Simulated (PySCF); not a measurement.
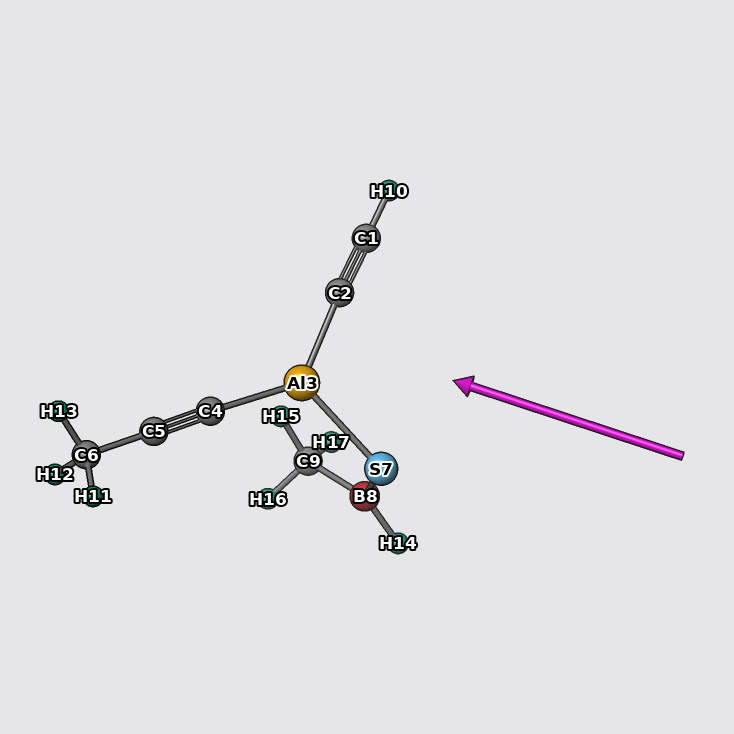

The arrow beside the molecule shows the direction of the dipole moment, from the negative to the positive end (its length means nothing). Computed geometry: GFN2-xTB optimisation. No frequency run is at hand to confirm it as a minimum. Method: PBE0/pcSseg-1, gas phase (PySCF 2.14.0).

> How large is the dipole moment?

3.05 D; it points from the side of H14 to the side of H13 (the outermost atoms at the two ends).

The geometry is semi-empirical. Around Al, B such bond lengths and angles can be off by a tenth of an ångström or more and by several degrees, and values that hang on the shape move with them.
